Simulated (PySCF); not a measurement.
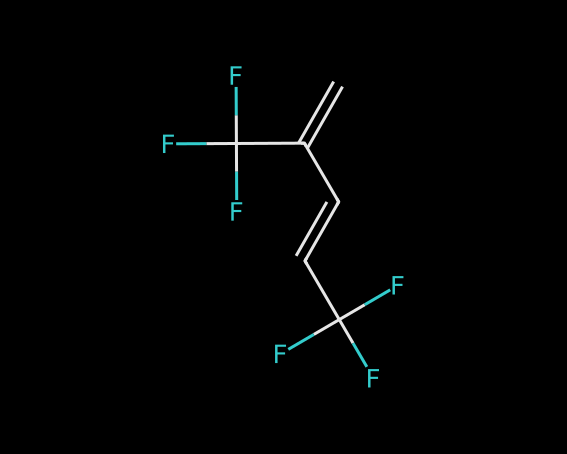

The computed structure is the end point of a PBE0-D3(BJ)/def2-SVP optimisation. No frequency run is at hand to confirm it as a minimum. Method: PBE0/pcSseg-1 in dichloromethane (IEF-PCM) (PySCF 2.14.0).

**What is the dipole moment?**

3.63 D.

**Estimate the HOMO–LUMO gap.**

5.94 eV.

**Estimate the HOMO energy (Kohn–Sham orbital).**

−7.75 eV.
